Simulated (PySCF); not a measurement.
## Pb³⁺: atomic calculation

System: Pb³⁺, configuration 1s2 2s2 2p6 3s2 3p6 3d10 4s2 4p6 4d10 4f14 5s2 5p6 5d10 6s1, multiplicity 2.
Method: unrestricted HF, aug-cc-pwCVTZ-DK3, spin-free X2C-1e, Gaussian nucleus (PySCF).

**Summary**

| quantity | value |
| --- | --- |
| outcome | converged |
| total energy | −20876.1092 hartree |
| ⟨S²⟩ | 0.751 |
| static polarisability | 9.96 bohr³ |
| C₆ of the like pair | 53.4 hartree bohr⁶ |
| SCF iterations | 1 |
| hardware | 1 CPU thread, shared host |
| CPU time | 52 s (integrals apart) |

**Remarks**

Radii and densities are those of the two-component orbitals, without the picture-change correction, so the innermost s shells come out slightly too small (about 1 % for 1s near Z = 40, more for heavier atoms).

**Input**
```python
from pyscf import gto, scf, dft, mp, cc
import basis_set_exchange as bse
mol = gto.M(atom="Pb 0 0 0", charge=3, spin=1, symmetry="D2h",
            basis=gto.basis.parse(bse.get_basis("aug-cc-pwCVTZ-DK3", elements=["Pb"], fmt="nwchem")),
            nucmod="G")
mf = scf.UHF(mol).sfx2c1e()
mf.irrep_nelec = {'Ag': (12, 11), 'B1g': (3, 3), 'B2g': (3, 3), 'B3g': (3, 3), 'Au': (1, 1), 'B1u': (6, 6), 'B2u': (6, 6), 'B3u': (6, 6)}
mf.kernel()
```

The script is an equivalent of what the driver set up; the driver started from orbitals of its own, so the log can be shorter than this script's would be, and it computed the properties (radii, ⟨L²⟩, response) afterwards. It held the occupations shell by shell, which the script's counts by irreducible representation don't always enforce.

**The program's output (extracts)**
```
damping factor = 0
level_shift factor = 0
DIIS = <class 'pyscf.scf.diis.CDIIS'>
diis_start_cycle = 1
diis_space = 10
diis_damp = 0
SCF conv_tol = 1e-09
SCF conv_tol_grad = None
number electrons alpha = 40  beta = 39
cycle= 1 E= -20876.1092230036  delta_E= 1.89e-10  |g|= 1.34e-05  |ddm|= 6.67e-05
converged SCF energy = -20876.1092230036  <S^2> = 0.75096815  2S+1 = 2.0009679
```

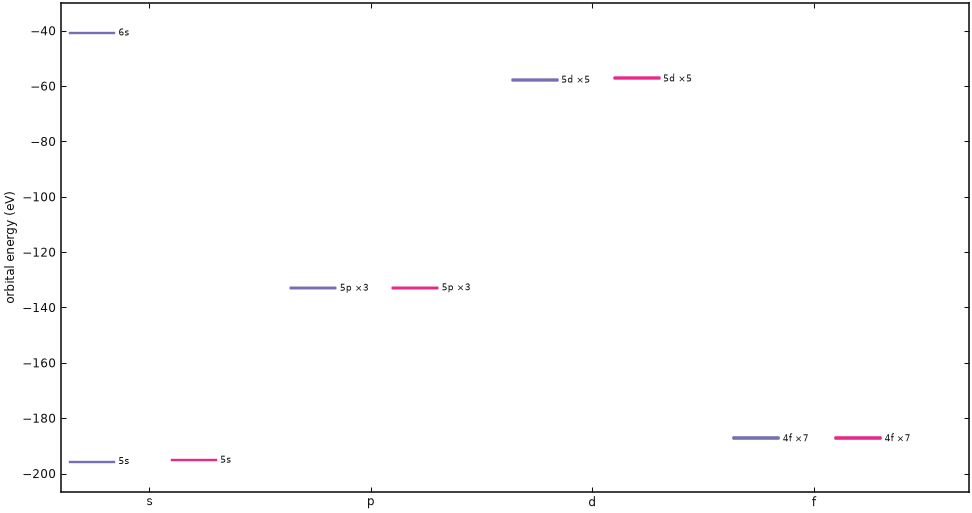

*Orbital energies of the mean field, from the top down to −195.7 eV, by angular momentum, α spin at the left of each column and β at the right; ×n counts the orbitals under one label.*

The highest filled orbital is 6s α at −40.8 eV, the lowest empty one s β at −29.5 eV.

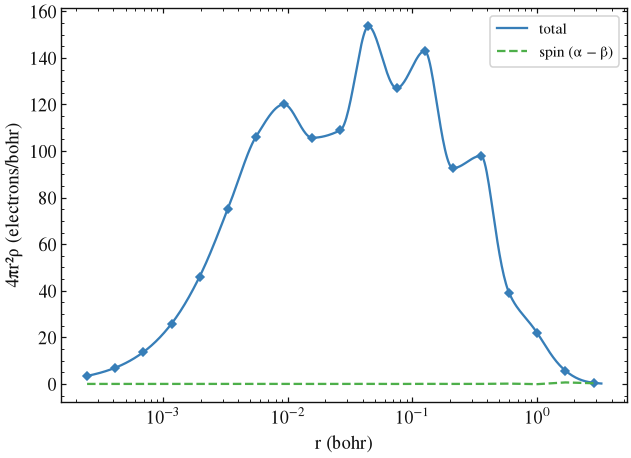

*Spherically averaged radial density 4πr²ρ of the mean field and its spin part; markers are the stored points, which are sparse, and the line is a monotone interpolation between them.*

The largest stored value is 154 electrons/bohr at r = 0.045 bohr. Root-mean-square radii of the shells: 4d 0.462, 4f 0.494, 5s 0.916, 5p 1.04, 5d 1.36, 6s 2.27 bohr.
